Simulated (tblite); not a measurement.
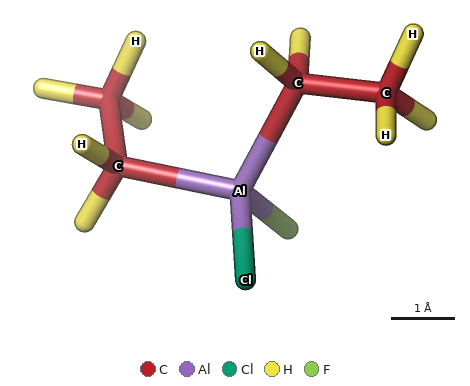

Fig. 1: The structure (stick view, seen at a tilt). Sticks mark near contacts.

## Frequency calculation of C$_{4}$H$_{10}$AlClF (charge −1)

- system: C$_{4}$H$_{10}$AlClF, charge −1
- method: GFN2-xTB harmonic vibrations, gas phase (tblite 0.8.0)

## The program's output
```
mode    cm-1     km/mol
  1      25.9      0.40
  2      34.9      0.13
  3      67.4      0.53
  4      76.6      0.62
  5     101.9      0.33
  6     121.8      2.71
  7     148.2      4.37
  8     195.7      2.60
  9     222.2      8.69
 10     226.4      7.54
 11     270.3     28.59
 12     392.7     34.10
 13     493.2     54.59
 14     527.1     98.20
 15     563.0     83.11
 16     571.9    162.11
 17     679.7    205.32
 18     918.2      3.24
 19     924.1      7.05
 20     979.3     17.33
 21     980.9     20.76
 22    1045.6      8.93
 23    1047.8     17.62
 24    1251.1      5.28
 25    1254.8      9.52
 26    1264.2      2.37
 27    1269.7      8.44
 28    1402.6      3.77
 29    1403.4      7.33
 30    1506.7      4.67
 31    1508.7      5.03
 32    1520.2      1.32
 33    1520.5      0.63
 34    1522.5      0.39
 35    1523.6      0.85
 36    2833.8     93.78
 37    2838.7    152.60
 38    2866.7    120.85
 39    2868.5     59.90
 40    2891.8    225.89
 41    2893.4    155.03
 42    2991.0     70.65
 43    2996.8     75.37
 44    3001.6     45.78
 45    3008.3     44.23
ZPE 339.460  H(298)-E 373.116  G(298)-E 240.948 kJ/mol  S 443.29 J/(mol K)
```

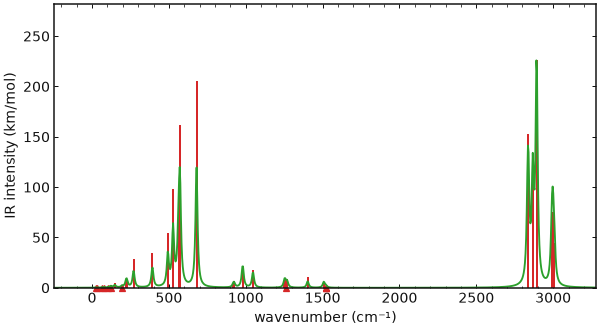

Fig. 2: Harmonic infrared spectrum, unscaled: sticks (degenerate modes added up, dark ones marked on the axis) with a Lorentzian envelope of 16 cm⁻¹ full width, scaled to the tallest stick. 45 modes from 26 to 3008 cm⁻¹, none imaginary. The strongest line is at 2892 cm⁻¹ (226 km/mol).

The run was set up as follows.

## Input file
```
{"job": {"kind": "ir", "xc": "GFN2-xTB", "basis": "xTB"}, "charge": -1, "multiplicity": 1}
C      2.686336    -0.517246     0.626590
C      1.369560    -0.192556    -0.086259
Al    -0.270423     0.069553     1.132694
Cl     0.192584     1.491469     2.626448
C     -1.849929     0.747407     0.010805
C     -2.221733    -0.215927    -1.118897
H      2.942453     0.277091     1.327239
H      3.523182    -0.637168    -0.072481
H      2.589843    -1.440680     1.197173
H      1.177984    -0.997029    -0.812369
H      1.539171     0.699881    -0.708344
H     -2.749468     0.898300     0.628836
H     -1.657188     1.733659    -0.437291
H     -2.445122    -1.201210    -0.712437
H     -1.386165    -0.328012    -1.808290
H     -3.093552     0.120861    -1.693346
F     -0.692452    -1.402168     1.864506
```

The first line tells a small driver script what to run in tblite; the rest is the geometry in Å.

Run as:
```bash
OMP_NUM_THREADS=1 python <driver script> task.json out
```

## Summary

| quantity | value |
| --- | --- |
| outcome | converged |
| total energy | −663.5434 eV |
| zero-point energy | 81.1330 kcal/mol |
| hardware | 1 CPU thread, shared host |
| wall time | 0.73 s |
| peak memory | 0.3 GiB |
